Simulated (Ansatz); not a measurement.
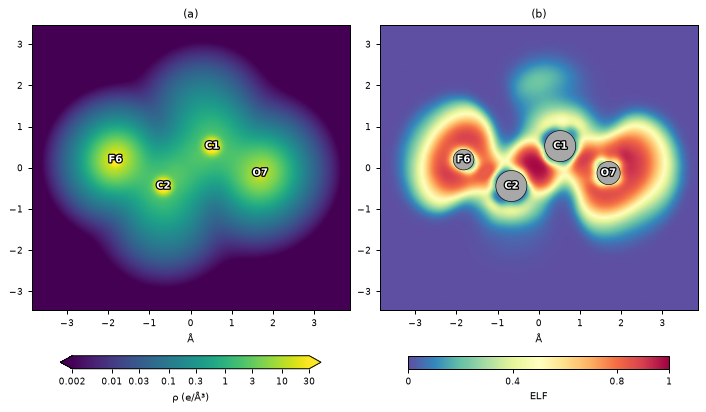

Figure 1: C$_{2}$H$_{2}$F$_{4}$O (SMILES O[C@H](F)C(F)(F)F). (a) total electron density; (b) ELF on the plane of atoms C1, C2 and F6. Grey discs cover the atomic cores in the ELF map.

Geometry: PBE0-D4/def2-SVP.

All numbers below come from isolated molecule in a Gaussian basis; Kohn-Sham density functional theory, functional PBE0 in Ansatz 0.2.0.

```yaml
atoms:
  - { symbol: C, position_ang: [-0.6760, 0.1054, 0.9022] }
  - { symbol: C, position_ang: [0.8294, 0.2749, 0.6800] }
  - { symbol: F, position_ang: [-0.9800, -1.1803, 0.5576] }
  - { symbol: F, position_ang: [1.5025, -0.4183, 1.6077] }
  - { symbol: F, position_ang: [1.1694, 1.5541, 0.7974] }
  - { symbol: F, position_ang: [1.2011, -0.1532, -0.5165] }
  - { symbol: O, position_ang: [-1.0209, 0.3814, 2.1844] }
  - { symbol: H, position_ang: [-0.4492, -0.1306, 2.7740] }
  - { symbol: H, position_ang: [-1.2236, 0.7924, 0.2374] }
```

### Describe what can be read from this map.

The plane passes through C, F and O nuclei.
C–F (1.32 Å): the density is about 2.5 e/Å³ at the midpoint; the ELF peaks at about 0.85 between the atoms (a polar covalent bond).
C–O (1.36 Å): ρ at the midpoint is about 2.4 e/Å³, with its minimum of 2 e/Å³ about 0.5 Å from C; the ELF peaks at about 0.90 between the atoms (a polar covalent bond).
C–C (1.53 Å): ρ at the midpoint is about 1.8 e/Å³; the ELF peaks at about 1 between the atoms: a covalent bond.
The ELF also peaks beside F6 and O7, away from the bonds: lone-pair regions.
